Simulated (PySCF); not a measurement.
Frequency calculation, with input and output: CoCl₃

System: CoCl₃, multiplicity 3.
Method: UKS-based PBE0, Co def2-TZVP, Cl def2-TZVP; non-relativistic Hamiltonian; density fitting (PySCF 2.14.0).

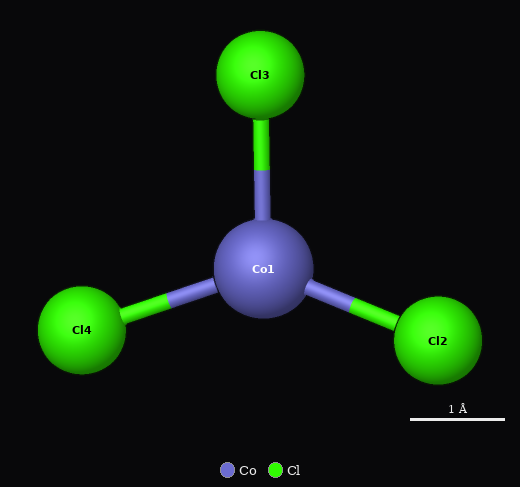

Figure 1. The input geometry (ball-and-stick view, seen at a tilt; atoms are numbered from 1 in the order of the input). Sticks mark near contacts. Bond lengths as drawn: Cl–Co 2.10 Å.

Summary

```json
{"quantity": "outcome", "value": "converged"}
{"quantity": "total energy", "value": "−2762.813170 hartree"}
{"quantity": "⟨S²⟩", "value": "2.318"}
{"quantity": "zero-point energy", "value": "0.003274 hartree"}
{"quantity": "dipole moment", "value": "0.62 D"}
{"quantity": "wavenumbers, lowest and highest", "value": "46 and 476 cm⁻¹"}
{"quantity": "hardware", "value": "4 threads of Arm Neoverse V2, 24 GiB of memory available, shared host"}
{"quantity": "wall time", "value": "5.2 min (CPU time 17 min)"}
{"quantity": "peak memory", "value": "1.7 GiB"}
```

Notes

Checks after the run noted: spin contamination. ⟨S²⟩ is 2.32 against 2.00 for a pure state: the solution is spin-contaminated.

Input
```python
from pyscf import gto, scf, dft
mol = gto.M(atom='''
Co     0.073294    -0.127018    -0.091091
Cl     2.132580     0.250617     0.047258
Cl    -0.971378     1.683086     0.056734
Cl    -1.283848    -1.721160     0.047783''',
    basis={'Co': 'def2-TZVP', 'Cl': 'def2-TZVP'},
    charge=0, spin=2)
mf = dft.UKS(mol, xc='PBE0')
mf.grids.atom_grid = (75, 302)
aux = {'Co': 'def2-universal-JKFIT', 'Cl': 'def2-universal-JKFIT'}
mf = mf.density_fit(auxbasis=aux)
mf.conv_tol = 1e-09
mf.diis_space = 10
mf.max_cycle = 60
mf.verbose = 4
mf.kernel()
```

The script is an equivalent of the set-up of the self-consistent field. The run itself was carried out by a driver, which started from the orbitals of the step before it where there was one and computed the further properties.

Launched with:
```bash
OMP_NUM_THREADS=4 python axn.py task.json out
```

The program's output
```
init E= -2762.81317028302
  alpha nocc = 40  HOMO = -0.338637190729037  LUMO = -0.151587529111639
  beta  nocc = 38  HOMO = -0.327215436900046  LUMO = -0.17048238711605
  HOMO = -0.3272154369  LUMO = -0.170482387116  gap/eV = 4.26492
cycle= 1 E= -2762.81317028309  delta_E= -6.64e-11  |g|= 3.1e-06  |ddm|= 1.16e-05
  alpha nocc = 40  HOMO = -0.338637214916974  LUMO = -0.151587925461181
  beta  nocc = 38  HOMO = -0.327215588418868  LUMO = -0.170482683401592
  HOMO = -0.327215588419  LUMO = -0.170482683402  gap/eV = 4.26492
Extra cycle  E= -2762.81317028314  delta_E= -5.37e-11  |g|= 4.2e-06  |ddm|= 1.18e-05
converged SCF energy = -2762.81317028314  <S^2> = 2.3177217  2S+1 = 3.2048224
```

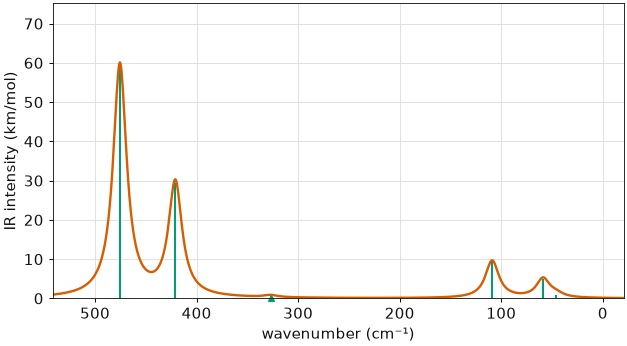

Figure 2. Harmonic infrared spectrum, unscaled: sticks (degenerate modes added up, dark ones marked on the axis) with a Lorentzian envelope of 16 cm⁻¹ full width, scaled to the tallest stick. 6 modes from 46 to 476 cm⁻¹, none imaginary. The strongest line is at 476 cm⁻¹ (60 km/mol). All modes, in cm⁻¹ (km/mol): 46 (0.8), 59 (4.9), 109 (9.7), 327 (0.6), 421 (29), 476 (60).
